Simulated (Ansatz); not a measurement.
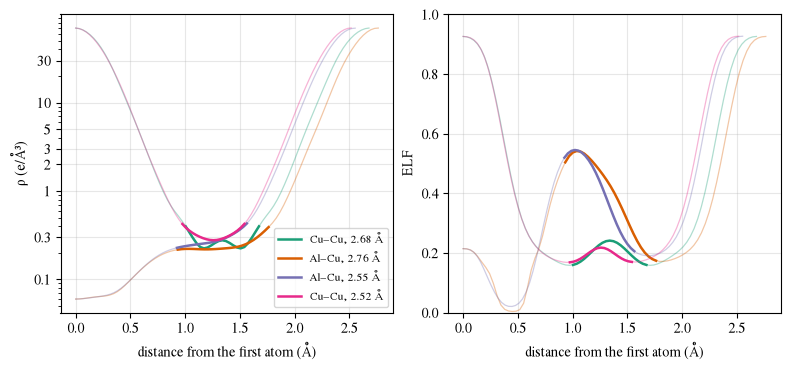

The picture shows: AlCu$_{5}$. Valence pseudo-density and electron localisation function along straight lines between neighbouring atoms. Thin, pale parts lie inside the atomic spheres.

Space group P4/mmm; a structure generated by program, which may or may not match a known phase; computed without spin polarisation.

These are results of DFT PBE, scalar-relativistic, plane waves, PAW (Ansatz 0.2.0), not measurements.

The density is the valence pseudo-density of a PAW calculation; it isn't the true density close to the nuclei.

Compare the contacts.

Answer. Cu–Cu (2.68 Å): the density is about 0.28 e/Å³ at the midpoint; the ELF is about 0.25 at the midpoint: no localised pair shows between them.
Al–Cu (2.76 Å): the density is about 0.23 e/Å³ at the midpoint; the ELF is about 0.40 at the midpoint.
Al–Cu (2.55 Å): ρ at the midpoint is about 0.27 e/Å³; the ELF is about 0.40 at the midpoint.
Cu–Cu (2.52 Å): ρ is about 0.28 e/Å³ halfway; the ELF is about 0.20 at the midpoint (no shared electron pair shows on this line).
